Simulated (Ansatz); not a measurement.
# Be (Im-3m, 1 atom in the cell): converging a phonon calculation, part 2 of 2

How do the frequencies of Be (Im-3m, 1 atom in the cell) move with q mesh, k mesh and cutoff?

Ansatz 0.2.0; DFT PBEsol, scalar-relativistic, plane waves, PAW.

So far. Step 2 (Tight relaxation): The forces vanish by symmetry and the pressure is -0.001 GPa, within the tolerances set. The cell now holds 7.75 Å³/atom. Step 3 (Phonons on a q mesh): Symmetry leaves 16 wavevectors to solve. The lowest mode among them, the acoustic zeros apart, lies at q = (0, 0, -0.5) and is imaginary, 39.9i cm⁻¹, so the energy falls along it. The relaxed cell has a = 2.493 Å (conventional setting).

This is not the structure that Be takes at ambient pressure and room temperature (hexagonal, No. 194); it is a model or a phase of other conditions.

## 10. Another k mesh, k-mesh 36×36×36, q mesh 2×2×2

The k mesh is changed to 36×36×36 on a small fixed q mesh, to find the coarsest that serves.

input.yaml reads:

```yaml
crystal:
  lattice:
    - [-1.2464130335, 1.2464130335, 1.2464130335]
    - [1.2464130335, -1.2464130335, 1.2464130335]
    - [1.2464130335, 1.2464130335, -1.2464130335]
  atoms:
    - { symbol: Be, position: [0.0, 0.0, 0.0] }
kpoints:
  mp_grid: { grid: [36, 36, 36] }
hamiltonian:
  xc: pbesol
scf:
  occupations: { method: methfessel_paxton, width: 0.15 }
output:
  eigenvalues: true
phonons:
  method: dfpt
  qmesh: [2, 2, 2]
  temperatures: { t_max: 1000, t_step: 50 }
  qpath:
    path:
      - [[0.0, 0.0, 0.0], [0.5, -0.5, 0.5], [0.0, 0.0, 0.5], [0.0, 0.0, 0.0], [0.25, 0.25, 0.25], [0.5, -0.5, 0.5]]
      - [[0.25, 0.25, 0.25], [0.0, 0.0, 0.5]]
    npoints: 10
```

The run is started by

```sh
$ ansatz run input.yaml --threads 4 --pin off --max-ram 7168MiB --backend cpu --events-out ev --progress --plain --runs-dir out
```

Numbers of over 12 decimals in the logs are rounded to 6 here.

Output:

```text
[...]
Crystal: 1 atoms, lattice volume = 7.745 Å³
Basis set: ecut = 420 eV, 141 PW (Γ), exchange–correlation on 30×30×30 points (8 copies of the dense FFT grid, shifted against one another)
Bands: 5, of which v1, the nominal top of the filled ones, is band 1 counted from 1 (0 counted from 0)
Symmetry: 48 space group operations
k-points: 1240 of 46656
[...]
E sigma→0 (E₀):  -90.252442 eV
Entropy (-TS):   0.000102 eV (0.102 meV/atom)
Fermi energy:    9.224300 eV
[...]
--- Band table (eV; the first three rows and the last of 1240) ---
[...]
ASR residual: 1.614e-5 → 0.000e0 eV/Å²; symmetrization residual: 5.181e-16 eV/Å²
  ASR residual per site (eV/Å²): 1.61e-5
  Γ frequencies (cm⁻¹): 0.00 0.00 0.00
--- Phonons (arbitrary-q DFPT): 3 irreducible q on the 2×2×2 mesh ---
[...]
interpolated dispersion: 62 rows × 3 modes
[...]
[key lines of the parts left out:]
SCF converged after 5 iterations
Free energy (F): -90.252416 eV
```

Wall time 27 s (4 threads of Arm Neoverse V1, shared host); peak memory 1.4 GiB.

Frequencies (cm⁻¹) solved at each irreducible wavevector; negative means imaginary. Frequencies by wavevector, by row:

```csv
q in reciprocal lattice units,star,mode 1,mode 2,mode 3
0 0 0,1,0,0,0
0 0 -0.5,6,-90.5,605,672
-0.5 -0.5 -0.5,1,666,666,666
```

Against step 4 (now k-mesh 36×36×36), the lowest mode on the q mesh (acoustic modes at Γ apart) goes from -39.9 cm⁻¹ to -90.5 cm⁻¹.

## 11. Side by side

Times are for 4 threads of Arm Neoverse V1, shared host. Results by setting:

```csv
no.,k-mesh,lowest mode on the q mesh (acoustic modes at Γ apart) (cm⁻¹),time,memory (GiB)
1,18×18×18,47.42,3.2 s,0.41
2,24×24×24,-39.88,7.2 s,0.6
3,36×36×36,-90.49,27 s,1.4
```

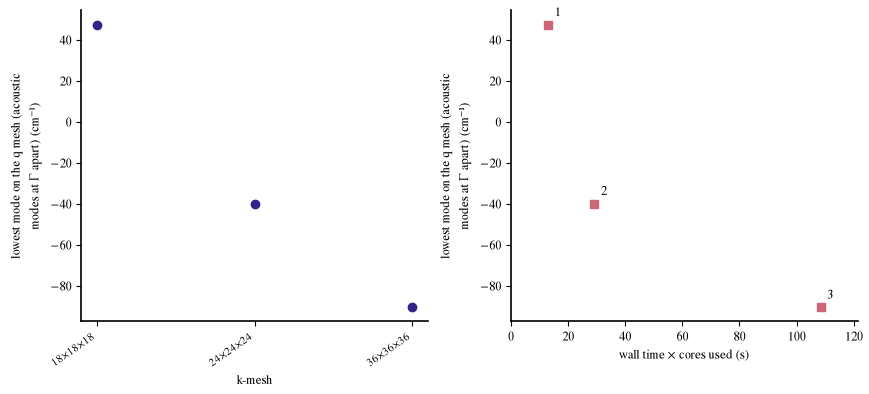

The series as plots; the last panel sets the first result against cost, with the runs numbered as in the table.

## 12. Another cutoff, cutoff 170 eV, q mesh 2×2×2

The cutoff is set to 170 eV on a small fixed q mesh.

Changes to input.yaml since step 10:

```diff
@@ -8,3 +8,3 @@
 kpoints:
-  mp_grid: { grid: [36, 36, 36] }
+  mp_grid: { grid: [24, 24, 24] }
 hamiltonian:
@@ -24 +24,3 @@
     npoints: 10
+basis:
+  ecutwfc: 170
```

Output:

```text
Warning: basis.ecutwfc = 170 eV is below the records' recommended 420 eV, and the density's cutoff is lower with it unless basis.ecutrho_ratio is high enough to keep the records' density cutoff: compare with a run at a higher cutoff
[...]
Crystal: 1 atoms, lattice volume = 7.745 Å³
Basis set: ecut = 170 eV, 43 PW (Γ), exchange–correlation on 20×20×20 points (8 copies of the dense FFT grid, shifted against one another)
Bands: 5, of which v1, the nominal top of the filled ones, is band 1 counted from 1 (0 counted from 0)
Symmetry: 48 space group operations
k-points: 413 of 13824
[...]
SCF iter   1: F=—  HF=-90.116190 eV  |F-HF|=—  |Δ(HF+E_count)|=         —  Δρ=5.50e-3  dr2=7.86e-4  ethr=1.77e-3  ⟨swp⟩=3.5  Hψ=16883  notcnv=0
[...]
SCF iter   5: F=-90.116140 eV  HF=-90.116140 eV  |F-HF|=4.83e-13  |Δ(HF+E_count)|=  4.34e-11  S|Δr|=    0.00e0  Δρ=1.40e-7  dr2=5.27e-13  ethr=1.00e-12  ⟨swp⟩=4.1  Hψ=5025  notcnv=0
SCF 1 converged in 5 iterations: F = -90.116140 eV  dr2 = 5.27e-13
[...]
SCF converged after 5 iterations
[...]
Free energy (F): -90.116140 eV
[...]
Internal energy: -90.115892 eV  (E = F + TS)
E sigma→0 (E₀):  -90.116078 eV
Entropy (-TS):   -0.000247 eV (-0.247 meV/atom)
Fermi energy:    9.335095 eV
[...]
--- Band table (eV; the first three rows and the last of 413) ---
[...]
ASR residual: 9.998e-4 → 0.000e0 eV/Å²; symmetrization residual: 1.184e-15 eV/Å²
  ASR residual per site (eV/Å²): 1.00e-3
  Γ frequencies (cm⁻¹): 0.00 0.00 0.00
--- Phonons (arbitrary-q DFPT): 3 irreducible q on the 2×2×2 mesh ---
[...]
interpolated dispersion: 62 rows × 3 modes
[...]
```

Wall time 4.5 s (4 threads); peak memory 0.53 GiB; 14 s of CPU time.

The run finished; it serves as a test, and its numbers are not taken as the result.

## 13. Another cutoff, cutoff 230 eV, q mesh 2×2×2

The cutoff is set to 230 eV on a small fixed q mesh.

Changes to input.yaml since step 12:

```diff
@@ -25,2 +25,2 @@
 basis:
-  ecutwfc: 170
+  ecutwfc: 230
```

Output:

```text
[...]
Crystal: 1 atoms, lattice volume = 7.745 Å³
Basis set: ecut = 230 eV, 55 PW (Γ), exchange–correlation on 24×24×24 points (8 copies of the dense FFT grid, shifted against one another)
Bands: 5, of which v1, the nominal top of the filled ones, is band 1 counted from 1 (0 counted from 0)
Symmetry: 48 space group operations
k-points: 413 of 13824
[...]
SCF iter   1: F=—  HF=-90.212367 eV  |F-HF|=—  |Δ(HF+E_count)|=         —  Δρ=2.47e-3  dr2=1.44e-4  ethr=1.77e-3  ⟨swp⟩=3.5  Hψ=17647  notcnv=0
[...]
SCF iter   5: F=-90.212304 eV  HF=-90.212304 eV  |F-HF|=2.56e-13  |Δ(HF+E_count)|=  1.35e-10  S|Δr|=    0.00e0  Δρ=1.32e-7  dr2=3.07e-13  ethr=1.00e-12  ⟨swp⟩=4.0  Hψ=4558  notcnv=0
SCF 1 converged in 5 iterations: F = -90.212304 eV  dr2 = 3.07e-13
[...]
SCF converged after 5 iterations
[...]
Free energy (F): -90.212304 eV
[...]
Internal energy: -90.212073 eV  (E = F + TS)
E sigma→0 (E₀):  -90.212246 eV
Entropy (-TS):   -0.000231 eV (-0.231 meV/atom)
Fermi energy:    9.290836 eV
[...]
--- Band table (eV; the first three rows and the last of 413) ---
[...]
ASR residual: 1.572e-4 → 0.000e0 eV/Å²; symmetrization residual: 2.665e-15 eV/Å²
  ASR residual per site (eV/Å²): 1.57e-4
  Γ frequencies (cm⁻¹): 0.00 0.00 0.00
--- Phonons (arbitrary-q DFPT): 3 irreducible q on the 2×2×2 mesh ---
[...]
interpolated dispersion: 62 rows × 3 modes
[...]
```

Elapsed: 5.2 s, on 4 threads; peak memory 0.49 GiB; 17 s of CPU time.

The run finished; it serves as a test, and its numbers are not taken as the result.

## 14. Another cutoff, cutoff 290 eV, q mesh 2×2×2

The cutoff is set to 290 eV on a small fixed q mesh.

Changes to input.yaml since step 13:

```diff
@@ -25,2 +25,2 @@
 basis:
-  ecutwfc: 230
+  ecutwfc: 290
```

Output:

```text
[...]
Crystal: 1 atoms, lattice volume = 7.745 Å³
Basis set: ecut = 290 eV, 79 PW (Γ), exchange–correlation on 24×24×24 points (8 copies of the dense FFT grid, shifted against one another)
Bands: 5, of which v1, the nominal top of the filled ones, is band 1 counted from 1 (0 counted from 0)
Symmetry: 48 space group operations
k-points: 413 of 13824
[...]
SCF iter   1: F=—  HF=-90.243829 eV  |F-HF|=—  |Δ(HF+E_count)|=         —  Δρ=1.07e-3  dr2=3.41e-5  ethr=1.77e-3  ⟨swp⟩=3.9  Hψ=18363  notcnv=0
[...]
SCF iter   5: F=-90.243763 eV  HF=-90.243763 eV  |F-HF|=9.95e-14  |Δ(HF+E_count)|=  2.03e-10  S|Δr|=    0.00e0  Δρ=2.00e-7  dr2=6.70e-13  ethr=1.00e-12  ⟨swp⟩=4.0  Hψ=4314  notcnv=0
SCF 1 converged in 5 iterations: F = -90.243763 eV  dr2 = 6.70e-13
[...]
SCF converged after 5 iterations
[...]
Free energy (F): -90.243763 eV
[...]
Internal energy: -90.243539 eV  (E = F + TS)
E sigma→0 (E₀):  -90.243707 eV
Entropy (-TS):   -0.000224 eV (-0.224 meV/atom)
Fermi energy:    9.274978 eV
[...]
--- Band table (eV; the first three rows and the last of 413) ---
[...]
ASR residual: 6.006e-5 → 0.000e0 eV/Å²; symmetrization residual: 8.882e-16 eV/Å²
  ASR residual per site (eV/Å²): 6.01e-5
  Γ frequencies (cm⁻¹): 0.00 0.00 0.00
--- Phonons (arbitrary-q DFPT): 3 irreducible q on the 2×2×2 mesh ---
[...]
interpolated dispersion: 62 rows × 3 modes
[...]
```

Wall time 5.8 s (4 threads); peak memory 0.51 GiB.

The run finished; it serves as a test, and its numbers are not taken as the result.

## 15. Another cutoff, cutoff 360 eV, q mesh 2×2×2

The cutoff is set to 360 eV on a small fixed q mesh.

Changes to input.yaml since step 14:

```diff
@@ -25,2 +25,2 @@
 basis:
-  ecutwfc: 290
+  ecutwfc: 360
```

Output:

```text
[...]
Crystal: 1 atoms, lattice volume = 7.745 Å³
Basis set: ecut = 360 eV, 135 PW (Γ), exchange–correlation on 30×30×30 points (8 copies of the dense FFT grid, shifted against one another)
Bands: 5, of which v1, the nominal top of the filled ones, is band 1 counted from 1 (0 counted from 0)
Symmetry: 48 space group operations
k-points: 413 of 13824
[...]
E sigma→0 (E₀):  -90.250549 eV
Entropy (-TS):   -0.000224 eV (-0.224 meV/atom)
Fermi energy:    9.272250 eV
[...]
--- Band table (eV; the first three rows and the last of 413) ---
[...]
ASR residual: 3.502e-6 → 0.000e0 eV/Å²; symmetrization residual: 5.181e-16 eV/Å²
  ASR residual per site (eV/Å²): 3.50e-6
  Γ frequencies (cm⁻¹): 0.00 0.00 0.00
--- Phonons (arbitrary-q DFPT): 3 irreducible q on the 2×2×2 mesh ---
[...]
interpolated dispersion: 62 rows × 3 modes
[...]
[key lines of the parts left out:]
SCF converged after 5 iterations
Free energy (F): -90.250605 eV
```

It took 6.7 s on 4 threads; peak memory 0.56 GiB; 22 s of CPU time.

Frequencies (cm⁻¹) solved at each irreducible wavevector; negative means imaginary. Frequencies by wavevector, by row:

```csv
q in reciprocal lattice units,star,mode 1,mode 2,mode 3
0 0 0,1,0,0,0
0 0 -0.5,6,-42.6,605.2,670.1
-0.5 -0.5 -0.5,1,665.1,665.1,665.1
```

Against step 4 (now cutoff 360 eV), the lowest mode on the q mesh (acoustic modes at Γ apart) goes from -39.9 cm⁻¹ to -42.6 cm⁻¹.

## 16. Another cutoff, cutoff 550 eV, q mesh 2×2×2

The cutoff is set to 550 eV on a small fixed q mesh.

Changes to input.yaml since step 15:

```diff
@@ -25,2 +25,2 @@
 basis:
-  ecutwfc: 360
+  ecutwfc: 550
```

Output:

```text
[...]
Crystal: 1 atoms, lattice volume = 7.745 Å³
Basis set: ecut = 550 eV, 225 PW (Γ), exchange–correlation on 36×36×36 points (8 copies of the dense FFT grid, shifted against one another)
Bands: 5, of which v1, the nominal top of the filled ones, is band 1 counted from 1 (0 counted from 0)
Symmetry: 48 space group operations
k-points: 413 of 13824
[...]
E sigma→0 (E₀):  -90.251426 eV
Entropy (-TS):   -0.000224 eV (-0.224 meV/atom)
Fermi energy:    9.271877 eV
[...]
--- Band table (eV; the first three rows and the last of 413) ---
[...]
ASR residual: 3.779e-5 → 0.000e0 eV/Å²; symmetrization residual: 2.777e-17 eV/Å²
  ASR residual per site (eV/Å²): 3.78e-5
  Γ frequencies (cm⁻¹): 0.00 0.00 0.00
--- Phonons (arbitrary-q DFPT): 3 irreducible q on the 2×2×2 mesh ---
[...]
interpolated dispersion: 62 rows × 3 modes
[...]
[key lines of the parts left out:]
SCF converged after 5 iterations
Free energy (F): -90.251481 eV
```

Elapsed: 9.4 s, on 4 threads; peak memory 0.69 GiB.

## 17. Summary of results

```yaml
lowest_mode_on_the_q_mesh_acoustic_modes_at_gamma_apart_k_mesh_8x8x8: 141 cm⁻¹
lowest_mode_on_the_q_mesh_acoustic_modes_at_gamma_apart_k_mesh_12x12x12: -172 cm⁻¹
lowest_mode_on_the_q_mesh_acoustic_modes_at_gamma_apart_k_mesh_18x18x18: 47.4 cm⁻¹
lowest_mode_on_the_q_mesh_acoustic_modes_at_gamma_apart_k_mesh_24x24x24: -39.9 cm⁻¹
lowest_mode_on_the_q_mesh_acoustic_modes_at_gamma_apart_k_mesh_36x36x36: -90.5 cm⁻¹
lowest_mode_on_the_q_mesh_acoustic_modes_at_gamma_apart_cutoff_170_ev: -116 cm⁻¹
lowest_mode_on_the_q_mesh_acoustic_modes_at_gamma_apart_cutoff_230_ev: 39.0 cm⁻¹
lowest_mode_on_the_q_mesh_acoustic_modes_at_gamma_apart_cutoff_290_ev: -37.1 cm⁻¹
lowest_mode_on_the_q_mesh_acoustic_modes_at_gamma_apart_cutoff_360_ev: -42.6 cm⁻¹
lowest_mode_on_the_q_mesh_acoustic_modes_at_gamma_apart_cutoff_550_ev: -40.1 cm⁻¹
```

The base run has imaginary modes (down to 40i cm⁻¹), and the series also tests whether they stay. Over the whole k mesh series, coarse runs included, the lowest mode on the q mesh (acoustic modes at Γ apart) runs from -172.2 to 140.9 cm⁻¹; the two finest runs still differ by up to 50.6 cm⁻¹ in a solved mode, so convergence is not shown. Over the whole cutoff series, coarse runs included, the lowest mode on the q mesh (acoustic modes at Γ apart) runs from -116.0 to 39.0 cm⁻¹; from 290 eV on all solved modes stay within 3.1 cm⁻¹ of the finest run (550 eV), against a tolerance of 6.7. All runs share the cell relaxed at the base settings, which is not exactly at rest under another k mesh or cutoff. With no gap, or one that is small against the smearing, the frequencies hang on the k mesh and the smearing, most of all near Kohn anomalies. A phonon run warned that its eigensolver left some bands unconverged in a pass. These are harmonic frequencies at zero temperature: anharmonic shifts, linewidths and thermal expansion are left out.

[Logs are printed without paths, hosts, clocks, repeated set-up lines and the standing remarks that a program may print on its own settings, such as how far it seeks lower states.]

[Hosts, paths, dates, database ids (printed as entryN), source tags and the programs' standing remarks are cut or masked in the printed files.]
